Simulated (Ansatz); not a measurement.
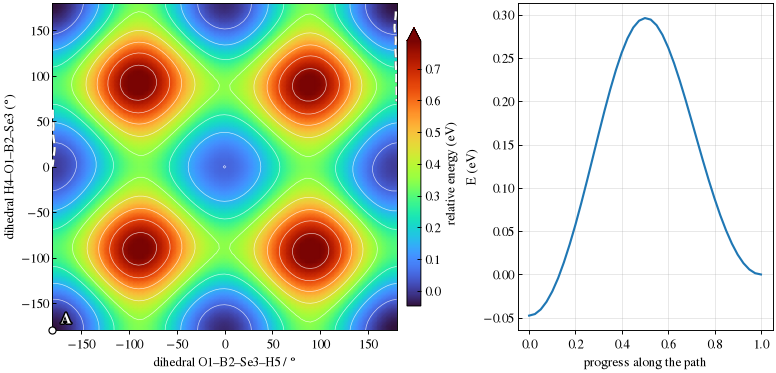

BH2OSe, SMILES O[B][SeH], spin multiplicity 2. Coordinates scanned: (1) dihedral O1–B2–Se3–H5; (2) dihedral H4–O1–B2–Se3. Nothing is relaxed (all other coordinates rigid). The scan uses an 18 × 18 grid; 164 points were computed and 160 follow by symmetry. Points are written as (first, second). Energies: eV, counted from the relaxed molecule at the same level. Level of theory: UHF/def2-TZVP in Ansatz.

The picture shows a smooth colour map with a few white contour lines, a line along the lowest path, one colour for all values above the top of the scale, the energy along the path at the right, the start A. Between grid points the surface is interpolated.

Describe the path and its barrier.

Answer. The easiest path leads from the well at (−180°, −180°) to the well at (−180°, 0°), about 0.048 eV higher. Its highest point lies about 0.34 eV above the bottom of the first well on the interpolated surface, at about (180°, 90°). Seen from the upper well the barrier is about 0.3 eV. This is the barrier on the constrained surface; relaxing the other coordinates would change it.
